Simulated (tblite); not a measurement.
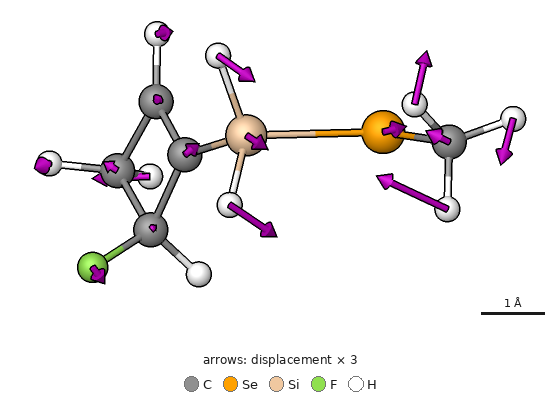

This is a relaxation of C5H9FSeSi. The starting structure is drawn; purple arrows show the displacements, 3 times their true length. The two geometries are superimposed by the best rigid fit.

The picture is a ball-and-stick view, seen from a free direction.

Theory: tblite, GFN2-xTB geometry optimisation, gas phase. 

### Atoms of which element are displaced furthest, and by how much?

Hydrogen: up to 0.46 Å, against 0.16 Å for carbon.

### What happened in the run?

The energy falls by 8.36 kcal/mol in 80 geometry steps. An H atom moves most after the best rigid fit: 0.46 Å. Largest moves by element: H 0.46 Å, C 0.16 Å, Si 0.15 Å, Se 0.15 Å, F 0.13 Å. Near-neighbour distances that change, for instance: C–C 1.498 → 1.547 Å, C–H 1.124 → 1.087 Å, C–C 1.487 → 1.514 Å, Se–Si 2.266 → 2.287 Å. Bond angles that change, for instance: C–Se–Si 106.2° → 96.7°, C–C–F 108.2° → 115.7°, H–C–H 116.8° → 109.7°. The run took 0.58 s on 1 thread of Arm Neoverse V2 (shared host).
